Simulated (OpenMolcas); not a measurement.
Run report: SiH3Cl, energy and gradient calculation (part 2 of 2)

The same run, continued: SiH3Cl, SMILES [SiH3]Cl; r2SCAN/aug-cc-pVDZ, RKS (OpenMolcas 26.06). The geometry comes from this level: PBE0-D4/def2-TZVP.

### Output, continued
```
      Basis set list:
        1 SI1    1s                 18 SI1    3d2-               35 CL2    2px                52 CL2    3d1+               69 H4     2py
        2 SI1    1s                 19 SI1    3d2-               36 CL2    2px                53 CL2    3d2+               70 H4     2py
        3 SI1    1s                 20 SI1    3d1-               37 CL2    2py                54 CL2    3d2+               71 H4     2pz
        4 SI1    1s                 21 SI1    3d1-               38 CL2    2py                55 H3     1s                 72 H4     2pz
        5 SI1    1s                 22 SI1    3d0                39 CL2    2py                56 H3     1s                 73 H5     1s
        6 SI1    2px                23 SI1    3d0                40 CL2    2py                57 H3     1s                 74 H5     1s
        7 SI1    2px                24 SI1    3d1+               41 CL2    2pz                58 H3     2px                75 H5     1s
        8 SI1    2px                25 SI1    3d1+               42 CL2    2pz                59 H3     2px                76 H5     2px
        9 SI1    2px                26 SI1    3d2+               43 CL2    2pz                60 H3     2py                77 H5     2px
       10 SI1    2py                27 SI1    3d2+               44 CL2    2pz                61 H3     2py                78 H5     2py
       11 SI1    2py                28 CL2    1s                 45 CL2    3d2-               62 H3     2pz                79 H5     2py
       12 SI1    2py                29 CL2    1s                 46 CL2    3d2-               63 H3     2pz                80 H5     2pz
       13 SI1    2py                30 CL2    1s                 47 CL2    3d1-               64 H4     1s                 81 H5     2pz
       14 SI1    2pz                31 CL2    1s                 48 CL2    3d1-               65 H4     1s
       15 SI1    2pz                32 CL2    1s                 49 CL2    3d0                66 H4     1s
       16 SI1    2pz                33 CL2    2px                50 CL2    3d0                67 H4     2px
       17 SI1    2pz                34 CL2    2px                51 CL2    3d1+               68 H4     2px

  Index Energy  Occupation Coefficients ...

    1 -101.2073    2.0000         28 CL2    1s     ( 1.000),

    2  -65.8906    2.0000          1 SI1    1s     ( 1.000),

    3   -9.3718    2.0000         29 CL2    1s     ( 1.014),

    4   -7.1146    2.0000         33 CL2    2px    ( 0.951),

    5   -7.1080    2.0000         37 CL2    2py    ( 0.769),    41 CL2    2pz    ( 0.633),

    6   -7.1080    2.0000         37 CL2    2py    ( 0.585),    41 CL2    2pz    (-0.755),

    7   -5.2543    2.0000          2 SI1    1s     (-1.011),

    8   -3.5989    2.0000          6 SI1    2px    ( 0.952),

    9   -3.5948    2.0000         10 SI1    2py    (-0.522),    14 SI1    2pz    ( 0.804),

   10   -3.5948    2.0000         10 SI1    2py    ( 0.815),    14 SI1    2pz    ( 0.571),

   11   -0.7968    2.0000         30 CL2    1s     ( 0.914),

   12   -0.5215    2.0000          3 SI1    1s     ( 0.802),

   13   -0.3740    2.0000          7 SI1    2px    (-0.543),    34 CL2    2px    ( 0.756),

   14   -0.3607    2.0000         11 SI1    2py    (-0.543),    15 SI1    2pz    (-0.301),    38 CL2    2py    (-0.411),    64 H4     1s     ( 0.437),
                                  73 H5     1s     (-0.447),

   15   -0.3607    2.0000         11 SI1    2py    ( 0.270),    15 SI1    2pz    (-0.539),    42 CL2    2pz    (-0.409),    55 H3     1s     (-0.511),

   16   -0.2943    2.0000         38 CL2    2py    ( 0.727),    42 CL2    2pz    ( 0.391),

   17   -0.2943    2.0000         42 CL2    2pz    ( 0.723),    55 H3     1s     (-0.397),

   18   -0.0258    0.0000          4 SI1    1s     ( 0.687),     7 SI1    2px    ( 0.622),     9 SI1    2px    ( 0.406),    34 CL2    2px    ( 0.382),

   19    0.0108    0.0000          3 SI1    1s     (-0.740),     5 SI1    1s     (-1.467),    57 H3     1s     ( 0.800),    66 H4     1s     ( 0.799),
                                  75 H5     1s     ( 0.800),

   20    0.0232    0.0000         17 SI1    2pz    ( 1.358),    57 H3     1s     (-1.921),    66 H4     1s     ( 1.104),

   21    0.0232    0.0000         13 SI1    2py    ( 1.362),    66 H4     1s     ( 1.582),    75 H5     1s     (-1.747),

   22    0.0544    0.0000         17 SI1    2pz    ( 1.997),    57 H3     1s     (-1.548),    66 H4     1s     ( 1.180),

   23    0.0544    0.0000         13 SI1    2py    ( 1.979),    66 H4     1s     ( 1.105),    75 H5     1s     (-1.575),

   24    0.0613    0.0000          5 SI1    1s     (-2.688),    32 CL2    1s     ( 2.442),

   25    0.0788    0.0000          4 SI1    1s     ( 0.903),     5 SI1    1s     (-0.678),     9 SI1    2px    (-0.802),    36 CL2    2px    ( 0.926),

   26    0.1128    0.0000          5 SI1    1s     (-12.68),

   27    0.1180    0.0000         66 H4     1s     ( 3.548),    75 H5     1s     (-3.945),

   28    0.1180    0.0000         57 H3     1s     (-4.326),    66 H4     1s     ( 2.505),

   29    0.1263    0.0000         66 H4     1s     ( 2.754),    75 H5     1s     (-3.199),

   30    0.1263    0.0000         57 H3     1s     (-3.439),    66 H4     1s     ( 2.104),

   31    0.1411    0.0000         17 SI1    2pz    ( 3.263),    57 H3     1s     (-4.609),    66 H4     1s     ( 2.416),

   32    0.1411    0.0000         13 SI1    2py    (-3.282),    66 H4     1s     (-3.928),    75 H5     1s     ( 4.057),

   33    0.1472    0.0000          5 SI1    1s     (-4.976),

   34    0.2137    0.0000          5 SI1    1s     (-9.400),    32 CL2    1s     ( 6.010),

   35    0.2441    0.0000         16 SI1    2pz    ( 1.606),    56 H3     1s     (-2.958),    65 H4     1s     ( 1.489),

   36    0.2441    0.0000         12 SI1    2py    (-1.618),    23 SI1    3d0    ( 1.461),    65 H4     1s     (-2.557),    74 H5     1s     ( 2.568),

   37    0.2836    0.0000         12 SI1    2py    ( 4.713),    16 SI1    2pz    ( 2.407),    65 H4     1s     ( 3.274),    66 H4     1s     ( 2.706),
                                  74 H5     1s     (-3.493),    75 H5     1s     (-2.887),

   38    0.2836    0.0000         16 SI1    2pz    ( 4.694),    56 H3     1s     (-3.905),    57 H3     1s     (-3.228),

   39    0.2867    0.0000          4 SI1    1s     (-3.153),     5 SI1    1s     (-3.798),

   40    0.3320    0.0000          4 SI1    1s     (-5.006),     5 SI1    1s     ( 7.787),     8 SI1    2px    ( 4.714),    32 CL2    1s     (-6.615),

   41    0.3352    0.0000         61 H3     2py    ( 0.730),    63 H3     2pz    ( 0.425),    70 H4     2py    (-0.696),    81 H5     2pz    (-0.840),

   42    0.3572    0.0000         16 SI1    2pz    ( 1.857),    56 H3     1s     (-2.418),    57 H3     1s     (-1.249),    74 H5     1s     ( 1.388),

   43    0.3572    0.0000         12 SI1    2py    (-1.881),    16 SI1    2pz    (-1.312),    65 H4     1s     (-2.197),    66 H4     1s     (-1.136),
                                  74 H5     1s     ( 1.990),

   44    0.4282    0.0000         21 SI1    3d1-   ( 1.134),    25 SI1    3d1+   (-2.158),    68 H4     2px    (-1.409),

   45    0.4282    0.0000         19 SI1    3d2-   (-2.234),    77 H5     2px    ( 1.584),

   46    0.4353    0.0000         17 SI1    2pz    ( 1.938),    21 SI1    3d1-   (-2.349),    56 H3     1s     (-2.121),    57 H3     1s     (-3.243),
                                  66 H4     1s     ( 1.809),

   47    0.4354    0.0000         13 SI1    2py    (-1.945),    23 SI1    3d0    ( 1.947),    65 H4     1s     (-1.765),    66 H4     1s     (-2.701),
                                  74 H5     1s     ( 1.907),    75 H5     1s     ( 2.918),

   48    0.4650    0.0000          4 SI1    1s     (-13.74),

--

++    Molecular charges:
      ------------------

      Mulliken charges per centre and basis function type
      ---------------------------------------------------

                SI1     CL2     H3      H4      H5
      1s       5.1667  6.0314  0.8752  0.8752  0.8752
      2px      2.5810  3.5314  0.0179  0.0111  0.0050
      2pz      2.9130  3.9138  0.0007  0.0082  0.0072
      2py      2.8992  3.8979  0.0038  0.0030  0.0101
      3d2+     0.0945  0.0107  0.0000  0.0000  0.0000
      3d1+     0.0936  0.0097  0.0000  0.0000  0.0000
      3d0      0.0645  0.0040  0.0000  0.0000  0.0000
      3d1-     0.0376  0.0011  0.0000  0.0000  0.0000
      3d2-     0.0469  0.0104  0.0000  0.0000  0.0000
      Total   13.8969 17.4105  0.8976  0.8975  0.8975

      N-E      0.1031 -0.4105  0.1024  0.1025  0.1025

      Total electronic charge=   34.000000

      Total            charge=   -0.000000
--

++    Molecular properties:
      ---------------------

      Charge (e):
                      =   -0.0000
      Dipole Moment (debye):
      Origin of the operator (angstrom)=    0.9013   -0.2579    0.1566
                   X= -1.2797E+00               Y=  3.4924E-01               Z= -2.3690E-01           Total=  1.3475E+00
      Quadrupole Moment (debye*angstrom):
      Origin of the operator (angstrom)=    0.9013   -0.2579    0.1566
                  XX= -2.7049E+01              XY= -2.4428E-01              XZ=  1.6581E-01              YY= -2.7877E+01
                  YZ= -4.5204E-02              ZZ= -2.7913E+01
      In traceless form (debye*angstrom)
                  XX=  8.4600E-01              XY= -3.6643E-01              XZ=  2.4872E-01              YY= -3.9596E-01
                  YZ= -6.7806E-02              ZZ= -4.5005E-01
--

--- Stop Module: scf /rc=_RC_ALL_IS_WELL_ ---
--- Module scf spent 18 seconds ---

--- Start Module: alaska ---

                                              &ALASKA

                       available to each process: 1.9 GB of memory, 1 thread

                     Threshold for contributions to the gradient: 1.000E-07

                    ********************************************
                    * Symmetry Adapted Cartesian Displacements *
                    ********************************************

           Irreducible representation : a
           Basis function(s) of irrep: x, y, xy, Rz, z, xz, Ry, yz, Rx, I

 Basis Label        Type   Center Phase
   1   SI1          x         1     1
   2   SI1          y         1     1
   3   SI1          z         1     1
   4   CL2          x         2     1
   5   CL2          y         2     1
   6   CL2          z         2     1
   7   H3           x         3     1
   8   H3           y         3     1
   9   H3           z         3     1
  10   H4           x         4     1
  11   H4           y         4     1
  12   H4           z         4     1
  13   H5           x         5     1
  14   H5           y         5     1
  15   H5           z         5     1

                     No automatic utilization of translational and rotational invariance of the energy is employed.

 Rotational correction to the DFT gradient is turned off due to close-to-degeneracy problems!

 DFT contribution computed for a moving grid.

 Conventional ERI gradients!

 **************************************************
 *              Molecular gradients               *
 **************************************************

  Irreducible representation: a
 ------------------------------------------------------------------------------------------
                              X                       Y                       Z
 ------------------------------------------------------------------------------------------
  SI1               1.04658620605029E-02   -2.83468736586423E-03    1.88864392644827E-03
  CL2              -1.32042047889627E-02    3.60094223857033E-03   -2.43996280985170E-03
  H3                1.92777898144758E-03    1.37400503857310E-03   -2.91308376315991E-03
  H4                8.53824624565291E-04    1.64802935905217E-03    3.31385125429229E-03
  H5               -4.32608774705301E-05   -3.78828927033048E-03    1.50551392281317E-04
 ------------------------------------------------------------------------------------------

--- Stop Module: alaska /rc=_RC_ALL_IS_WELL_ ---
--- Module alaska spent 3 seconds ---

.##################.
.# Happy landing! #.
.##################.

    Timing: Wall=24.60 User=22.09 System=2.44
```

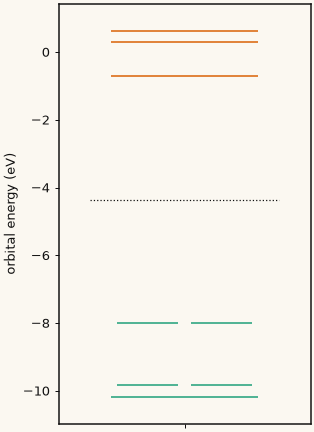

*Orbital energies near the frontier; the dotted line parts filled from empty levels, and levels within 0.02 eV of each other stand side by side.*

Highest filled −8.01 eV, lowest empty −0.70 eV, 7.31 eV apart.

The run was set up as follows.

### Input file
```
&gateway
 baslib=$CurrDir
 coord=input.xyz
 basis=aug-cc-pVDZ
 group=NoSym

&seward
 gridinput
 Grid=UltraFine
 End of Grid

&scf
 ksdft=2
 1.0 MGGA_X_R2SCAN
 1.0 MGGA_C_R2SCAN
 thresholds=1e-10 1e-07 1e-07 1e-05
 prorbitals=1 2

&alaska
```

### File input.xyz
```
5

Si    -0.112000     0.018600    -0.030900
Cl     1.838300    -0.513500     0.329900
H     -0.950900    -0.488300     1.079100
H     -0.534700    -0.585700    -1.314900
H     -0.190800     1.495400    -0.104700
```

Run as:
```bash
export MOLCAS_MEM=1860
pymolcas mol.inp > mol.log
```

### Key numbers

```tsv
quantity	value
outcome	converged
total energy	−751.472121 hartree
basis functions	81
largest force	0.715 eV/Å
HOMO	−8.01 eV
LUMO	−0.70 eV
dipole moment	1.35 debye
hardware	1 thread of Intel Xeon (Sapphire Rapids), 16 GiB of memory available, shared host
wall time	25 s
peak memory	0.45 GiB
```
